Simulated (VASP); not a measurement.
# TiAl2: structure and properties in VASP, part 3 of 6

Wanted: the relaxed cell of TiAl2 and its properties. The start is a cell from a database of measured crystal structures.

VASP 6.6.1; PBEsol; plane waves and PAW (Ti_sv, Al).

So far. Step 3 (Second relaxation): It ends with a largest force of 0.003 eV/Å and a pressure of -0.03 GPa. The volume moved by under 0.01 %: the run met its threshold at the first step. Step 4 (Single point with fields (PBEsol)): In this run the pressure is -0.03 GPa, small enough to go on. The relaxed cell has a, b, c = 3.900, 12.050, 3.970 Å (conventional setting).

### Step 5. Bands along the symmetry lines (PBEsol)

Levels along the symmetry lines show where the bands peak and cross; KPOINTS_OPT computes them in the converged potential.

The input, INCAR:

```
SYSTEM = TiAl2
PREC = Accurate
ENCUT = 400
EDIFF = 1E-06
NELM = 100
ISMEAR = 1
SIGMA = 0.2
LREAL = .FALSE.
ALGO = Normal
GGA = PS
NBANDS = 34
LASPH = .TRUE.
LORBIT = 11
LWAVE = .FALSE.
LCHARG = .FALSE.
KPAR = 4
```

The input, POSCAR:

```
TiAl2
1.0
    3.9003963231      0.0000000000      0.0000000000
    0.0000000000      0.0000000000      3.9698210848
    1.9501981615     -6.0251219383      0.0000000000
Ti Al
2 4
Direct
    0.3437692304      0.0000000000      0.3124615392
    0.6562307696      0.0000000000      0.6875384608
    0.0000000000      0.0000000000      0.0000000000
    0.1728241345      0.5000000000      0.6543517311
    0.8271758655      0.5000000000      0.3456482689
    0.5000000000      0.5000000000      0.0000000000
```

The input, KPOINTS:

```
Automatic mesh
0
Gamma
7 7 7
0 0 0
```

The input, KPOINTS_OPT:

```
Line mode
16
Line-mode
Reciprocal
  0.00000000   0.00000000   0.00000000 GAMMA
  0.55238366   0.00000000   0.27619183 X

  0.55238366   0.00000000   0.27619183 X
  0.50000000   0.00000000   0.00000000 S

  0.50000000   0.00000000   0.00000000 S
  0.50000000   0.50000000   0.00000000 R

  0.50000000   0.50000000   0.00000000 R
  0.55238366   0.50000000   0.27619183 A

  0.55238366   0.50000000   0.27619183 A
  0.00000000   0.50000000   0.00000000 Z

  0.00000000   0.50000000   0.00000000 Z
  0.00000000   0.00000000   0.00000000 GAMMA

  0.00000000   0.00000000   0.00000000 GAMMA
  0.00000000   0.00000000  -0.50000000 Y

  0.00000000   0.00000000  -0.50000000 Y
  0.44761634   0.00000000  -0.27619183 X1

  0.44761634   0.00000000  -0.27619183 X1
  0.44761634   0.50000000  -0.27619183 A1

  0.44761634   0.50000000  -0.27619183 A1
  0.00000000   0.50000000  -0.50000000 T

  0.00000000   0.50000000  -0.50000000 T
  0.00000000   0.00000000  -0.50000000 Y

  0.00000000   0.50000000   0.00000000 Z
  0.00000000   0.50000000  -0.50000000 T
```

The projector-augmented-wave data sets are Ti_sv and Al (PBE family, release 64).

Launch:

```
$ mpirun -np 4 vasp_std
```

Output:

```text
[... set-up lines as in an earlier step ...]
 entering main loop
       N       E                     dE             d eps       ncg     rms          rms(c)
DAV:   1     0.302405593225E+03    0.30241E+03   -0.13556E+04  4384   0.886E+02
DAV:   2    -0.484125998426E+01   -0.30725E+03   -0.29411E+03  4482   0.296E+02
DAV:   3    -0.369151553299E+02   -0.32074E+02   -0.31425E+02  7106   0.843E+01
DAV:   4    -0.394665877133E+02   -0.25514E+01   -0.25232E+01  5884   0.213E+01
DAV:   5    -0.396031352602E+02   -0.13655E+00   -0.13652E+00  6242   0.431E+00    0.157E+01
DAV:   6    -0.366301079384E+02    0.29730E+01   -0.17881E+01  5592   0.326E+01    0.707E+00
DAV:   7    -0.357490259218E+02    0.88108E+00   -0.44371E+00  5266   0.168E+01    0.396E+00
DAV:   8    -0.356574390583E+02    0.91587E-01   -0.44356E-01  5272   0.554E+00    0.118E+00
DAV:   9    -0.356392851793E+02    0.18154E-01   -0.95503E-02  5338   0.268E+00    0.434E-01
DAV:  10    -0.356389035842E+02    0.38160E-03   -0.48678E-03  5542   0.430E-01    0.256E-01
DAV:  11    -0.356389721308E+02   -0.68547E-04   -0.23348E-03  5840   0.329E-01    0.111E-01
DAV:  12    -0.356388839756E+02    0.88155E-04   -0.69886E-04  5326   0.235E-01    0.430E-02
DAV:  13    -0.356388598001E+02    0.24175E-04   -0.89537E-05  5096   0.891E-02    0.132E-02
DAV:  14    -0.356388587286E+02    0.10715E-05   -0.44877E-06  5220   0.169E-02    0.244E-03
DAV:  15    -0.356388586838E+02    0.44809E-07   -0.54008E-07  2666   0.542E-03
   1 F= -.35638859E+02 E0= -.35639545E+02  d E =0.205915E-02
 Start KPOINTS_OPT (optional k-point list driver)
k-point batch [1-64\192]
       N       E                     dE             ncg
DAV:   1    -0.199262513693E+04   -0.57274E+05     4424
DAV:   2    -0.218431023685E+05   -0.19850E+05     4526
DAV:   3    -0.239846452563E+05   -0.21415E+04     7116
DAV:   4    -0.241610865748E+05   -0.17644E+03     5682
DAV:   5    -0.241708369507E+05   -0.97504E+01     6000
DAV:   6    -0.241709074431E+05   -0.70492E-01     5594
DAV:   7    -0.241709094592E+05   -0.20161E-02     6094
DAV:   8    -0.241709094995E+05   -0.40352E-04     5092
DAV:   9    -0.241709095016E+05   -0.20549E-05     3686
DAV:  10    -0.241709095017E+05   -0.13859E-06     2962
[...]
k-point batch [129-192\192]
       N       E                     dE             ncg
DAV:   1    -0.186768460620E+04   -0.56663E+05     4424
DAV:   2    -0.216520891125E+05   -0.19784E+05     4510
DAV:   3    -0.238328899320E+05   -0.21808E+04     7180
DAV:   4    -0.240004237503E+05   -0.16753E+03     5746
DAV:   5    -0.240099182602E+05   -0.94945E+01     6222
DAV:   6    -0.240099788469E+05   -0.60587E-01     5628
DAV:   7    -0.240099805069E+05   -0.16599E-02     6294
DAV:   8    -0.240099805290E+05   -0.22164E-04     5152
DAV:   9    -0.240099805299E+05   -0.87275E-06     3802
```

Wall time 52 s (4 MPI ranks of Intel Xeon Platinum 8559C (Emerald Rapids), shared host); peak memory 1.2 GiB.

Parts of OUTCAR (step 5):

```text
   k-points           NKPTS =     64   k-points in BZ     NKDIM =     64   number of bands    NBANDS=     34

   NELECT =      36.0000    total number of electrons

 E-fermi :   8.6706

 k-point     1 :       0.0000    0.0000    0.0000
  band No.  band energies     occupation
    ...
     14       6.9198      2.00000
     15       7.0431      2.00000
     16       7.9540      2.00000
     17       8.1274      2.00084
     18       8.1630      2.00195
     19       9.0365     -0.02667
     20       9.2340     -0.00050
     21       9.5288     -0.00000
     22       9.6680     -0.00000
     23       9.7182     -0.00000
    ...

  Total       -0.0193372     -0.0179921     -0.0252946     -0.0000000      0.0000000      0.0000000
  in kB       -0.3320915     -0.3089913     -0.4344026     -0.0000000      0.0000000      0.0000000
  external PRESSURE =      -0.3584951 kB  Pullay stress =       0.0000000 kB

 POSITION                                       TOTAL-FORCE (eV/Angst)
 -----------------------------------------------------------------------------------
      1.95020     -1.88262      0.00000         0.000000      0.000206      0.000000
      3.90040     -4.14250      0.00000        -0.000000     -0.000206      0.000000
      0.00000      0.00000      0.00000         0.000000      0.000000      0.000000
      1.95020     -3.94255      1.98491        -0.000000     -0.002887      0.000000
      3.90040     -2.08257      1.98491         0.000000      0.002887      0.000000
      1.95020      0.00000      1.98491         0.000000      0.000000      0.000000
 -----------------------------------------------------------------------------------
    total drift:                               -0.000000      0.000000     -0.000000

  FREE ENERGIE OF THE ION-ELECTRON SYSTEM (eV)
  ---------------------------------------------------
  free  energy   TOTEN  =       -35.6388586838 eV

  energy  without entropy=      -35.6409178314  energy(sigma->0) =      -35.63954507

[... 8 parts as in an earlier step ...]

[... 8 further parts left out ...]
```

The cell is typed on its shortest vectors, so the axes of tensors and the coordinates of k-points follow the printed cell and not the standard setting.

This step gave:

- SCF cycles: 15
- bands: 34
- pressure: -0.03585 GPa

The electronic bands at the labelled points (eV, zero at the Fermi level; # counts the bands kept, so #1 is VASP's band 9):

| point | #7 | #8 | #9 | #10 | #11 | #12 | #13 | #14 |
| --- | --- | --- | --- | --- | --- | --- | --- | --- |
| Γ | -1.63 | -0.72 | -0.54 | -0.51 | 0.37 | 0.56 | 0.86 | 1.00 |
| X | -1.59 | -1.17 | -1.06 | -0.33 | 0.91 | 1.00 | 1.11 | 1.69 |
| S | -1.67 | -1.29 | -1.00 | -0.28 | 0.82 | 1.17 | 1.32 | 1.46 |
| R | -2.45 | -1.76 | -1.52 | -1.14 | -0.57 | 1.26 | 1.31 | 1.34 |
| A | -2.73 | -2.08 | -1.16 | -0.79 | -0.75 | 1.18 | 1.25 | 1.31 |
| Z | -1.57 | -0.85 | -0.20 | 0.07 | 0.56 | 1.04 | 1.12 | 1.36 |
| Γ | -1.63 | -0.72 | -0.54 | -0.51 | 0.37 | 0.56 | 0.86 | 1.00 |
| Y | -1.77 | -1.27 | -0.71 | -0.54 | 0.23 | 1.18 | 1.22 | 1.25 |
| X1 | -1.59 | -1.17 | -1.06 | -0.33 | 0.91 | 1.00 | 1.11 | 1.69 |
| A1 | -2.73 | -2.08 | -1.16 | -0.79 | -0.75 | 1.18 | 1.25 | 1.31 |
| T | -2.00 | -0.85 | 0.06 | 0.83 | 0.95 | 1.36 | 1.48 | 1.75 |
| Y | -1.77 | -1.27 | -0.71 | -0.54 | 0.23 | 1.18 | 1.22 | 1.25 |
| jump to Z | -1.57 | -0.85 | -0.20 | 0.07 | 0.56 | 1.04 | 1.12 | 1.36 |
| T | -2.00 | -0.85 | 0.06 | 0.83 | 0.95 | 1.36 | 1.48 | 1.75 |

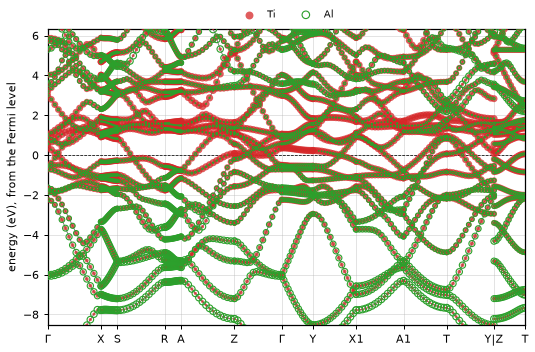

Electronic bands along the path; dots are coloured as in the legend, and their area grows with the weight.

There is no gap at this level.

### Step 6. Density of states (PBEsol)

Here the states are counted by energy and projected on the atoms. The mesh is finer than in the run before.

Changes to INCAR since step 5:

```diff
@@ -5,3 +5,3 @@
 NELM = 100
-ISMEAR = 1
+ISMEAR = -5
 SIGMA = 0.2
@@ -16 +16,2 @@
 KPAR = 4
+NEDOS = 2001
```

POSCAR is that of step 5.

The input, KPOINTS:

```
Automatic mesh
0
Gamma
11 10 11
0 0 0
```

Launch:

```
$ mpirun -np 4 vasp_std
```

Output:

```text
[... set-up lines as in an earlier step ...]
 entering main loop
       N       E                     dE             d eps       ncg     rms          rms(c)
DAV:   1     0.303034183701E+03    0.30303E+03   -0.13545E+04 14856   0.887E+02
DAV:   2    -0.467711281304E+01   -0.30771E+03   -0.29475E+03 15058   0.296E+02
DAV:   3    -0.367799075389E+02   -0.32103E+02   -0.31420E+02 23908   0.844E+01
DAV:   4    -0.394672217026E+02   -0.26873E+01   -0.26564E+01 19854   0.215E+01
DAV:   5    -0.396024872366E+02   -0.13527E+00   -0.13526E+00 21088   0.420E+00    0.157E+01
DAV:   6    -0.366111845848E+02    0.29913E+01   -0.18041E+01 18794   0.325E+01    0.702E+00
DAV:   7    -0.357471448646E+02    0.86404E+00   -0.44496E+00 17532   0.167E+01    0.396E+00
DAV:   8    -0.356561102581E+02    0.91035E-01   -0.45224E-01 17742   0.555E+00    0.119E+00
DAV:   9    -0.356371185420E+02    0.18992E-01   -0.98183E-02 17878   0.270E+00    0.435E-01
DAV:  10    -0.356367509232E+02    0.36762E-03   -0.50394E-03 18534   0.430E-01    0.260E-01
DAV:  11    -0.356368384782E+02   -0.87555E-04   -0.24369E-03 19420   0.340E-01    0.115E-01
DAV:  12    -0.356367218371E+02    0.11664E-03   -0.75487E-04 17746   0.243E-01    0.431E-02
DAV:  13    -0.356367007322E+02    0.21105E-04   -0.96196E-05 16830   0.916E-02    0.142E-02
DAV:  14    -0.356366985456E+02    0.21866E-05   -0.50458E-06 17540   0.184E-02    0.224E-03
DAV:  15    -0.356366984641E+02    0.81540E-07   -0.55787E-07  9094   0.526E-03
   1 F= -.35636698E+02 E0= -.35636698E+02  d E =0.000000E+00
 -----------------------------------------------------------------------------
|                                                                             |
|           W    W    AA    RRRRR   N    N  II  N    N   GGGG   !!!           |
|           W    W   A  A   R    R  NN   N  II  NN   N  G    G  !!!           |
|           W    W  A    A  R    R  N N  N  II  N N  N  G       !!!           |
|           W WW W  AAAAAA  RRRRR   N  N N  II  N  N N  G  GGG   !            |
|           WW  WW  A    A  R   R   N   NN  II  N   NN  G    G                |
|           W    W  A    A  R    R  N    N  II  N    N   GGGG   !!!           |
|                                                                             |
|     Tetrahedron method does not include variations of the Fermi             |
|     occupations, so forces and stress will be inaccurate. We suggest        |
|     using a different smearing scheme ISMEAR = 1 or 2 for metals in         |
|     relaxations.                                                            |
|                                                                             |
 -----------------------------------------------------------------------------
```

Run time: 63 s. Hardware: 4 MPI ranks; peak memory 1.7 GiB; 4.1 min of CPU time.

Parts of OUTCAR (step 6):

```text
   k-points           NKPTS =    216   k-points in BZ     NKDIM =    216   number of bands    NBANDS=     34

   NELECT =      36.0000    total number of electrons

 E-fermi :   8.6657

 k-point     1 :       0.0000    0.0000    0.0000
  band No.  band energies     occupation
    ...
     14       6.9195      2.00000
     15       7.0438      2.00000
     16       7.9537      2.00000
     17       8.1276      2.00000
     18       8.1636      2.00000
     19       9.0365      0.00000
     20       9.2336      0.00000
     21       9.5291      0.00000
     22       9.6681      0.00000
     23       9.7184      0.00000
    ...

  Total        0.0046633     -0.0149883     -0.0506839     -0.0000000      0.0000000      0.0000000
  in kB        0.0800867     -0.2574047     -0.8704331     -0.0000000      0.0000000      0.0000000
  external PRESSURE =      -0.3492504 kB  Pullay stress =       0.0000000 kB

 POSITION                                       TOTAL-FORCE (eV/Angst)
 -----------------------------------------------------------------------------------
      1.95020     -1.88262      0.00000         0.000000      0.002043     -0.000000
      3.90040     -4.14250      0.00000        -0.000000     -0.002043     -0.000000
      0.00000      0.00000      0.00000         0.000000      0.000000     -0.000000
      1.95020     -3.94255      1.98491        -0.000000     -0.004317      0.000000
      3.90040     -2.08257      1.98491         0.000000      0.004317     -0.000000
      1.95020      0.00000      1.98491         0.000000      0.000000     -0.000000
 -----------------------------------------------------------------------------------
    total drift:                               -0.000000      0.000000     -0.000000

  FREE ENERGIE OF THE ION-ELECTRON SYSTEM (eV)
  ---------------------------------------------------
  free  energy   TOTEN  =       -35.6366984641 eV

  energy  without entropy=      -35.6366984641  energy(sigma->0) =      -35.63669846

[... 6 parts as in an earlier step ...]

[... 10 further parts left out ...]
```

With tetrahedra the forces and stress of a metal are not exact derivatives of the energy.

Numbers from this step:

```yaml
irreducible_k_points: 216
fermi_energy: 8.666 eV
pressure: -0.03493 GPa
dos_at_the_fermi_level: 2.241 states/eV/cell
```

The density of states has structure finer than the step of the table below, so its rows give means over 1 eV, whole bins alone (the curve runs from -12.0 to 2.55 eV). Peaks (eV: height): total -1.7: 5.11, 1.2: 6.83, 1.6: 10.8; Ti d -0.2: 2.01, 1.6: 7.16; Al p -1.7: 0.539, -1.2: 0.368, 1.6: 0.307; Al s -7.9: 0.26, -5.3: 0.335, -4.9: 0.360, 1.6: 0.0707; Ti p -1.7: 0.120, 1.2: 0.102, 1.6: 0.166, 1.8: 0.140.

States under -12.0 eV and over 2.6 eV are left out. Table of density of states by energy, zero at the Fermi level; means over each step; values in states/eV/cell:

| energy (eV) | total | Ti d | Al p | Al s | Ti p | Ti s |
| --- | --- | --- | --- | --- | --- | --- |
| -11 | 0 | 0 | 0 | 0 | 0 | 0 |
| -10 | 0.208 | 6.9e-5 | 0.00161 | 0.0494 | 0.00139 | 0.0108 |
| -9 | 0.694 | 0.00239 | 0.0140 | 0.160 | 0.01000 | 0.0268 |
| -8 | 1.01 | 0.0109 | 0.0355 | 0.219 | 0.0203 | 0.0302 |
| -7 | 1.16 | 0.0256 | 0.0561 | 0.226 | 0.0263 | 0.0397 |
| -6 | 1.51 | 0.0562 | 0.0874 | 0.277 | 0.0403 | 0.0421 |
| -5 | 1.71 | 0.119 | 0.110 | 0.292 | 0.0424 | 0.0329 |
| -4 | 1.79 | 0.175 | 0.173 | 0.183 | 0.0414 | 0.0554 |
| -3 | 2.59 | 0.350 | 0.318 | 0.119 | 0.0770 | 0.0593 |
| -2 | 4.11 | 1.06 | 0.466 | 0.0736 | 0.106 | 0.0418 |
| -1 | 3.54 | 1.44 | 0.290 | 0.0404 | 0.0626 | 0.0269 |
| 0 | 2.97 | 1.54 | 0.160 | 0.0280 | 0.0311 | 0.0237 |
| 1 | 5.24 | 3.16 | 0.179 | 0.0414 | 0.0662 | 0.0662 |
| 2 | 5.18 | 3.26 | 0.163 | 0.0498 | 0.112 | 0.0634 |

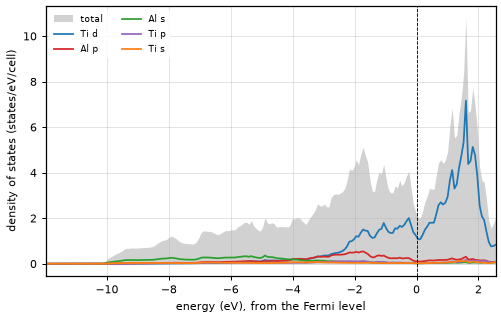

Density of states against energy.

The finer mesh and the other smearing move the Fermi level by -0.00 eV from the 7×7×7 run, a small shift, which tests the Fermi level alone. Of the states within 0.3 eV of the Fermi level, the largest shares in the PAW spheres are Ti d 53 % and Al p 5 %. The rest lies in smaller channels or between the spheres.

(Continued in part 4 of 6.)

[Lines on the potential files, build, host, timing and source positions are cut from VASP's logs without a mark.]

[Logs are printed without paths, hosts, clocks, repeated set-up lines and the standing remarks that a program may print on its own settings, such as how far it seeks lower states.]

[Hosts, paths, dates, database ids (printed as entryN), source tags and the programs' standing remarks are cut or masked in the printed files.]

[A measured line is paired with the nearest computed mode of its activity, which favours agreement.]

[In band tables of VASP the shares of atoms and orbitals are scaled to a sum of 1 inside the atoms' spheres.]
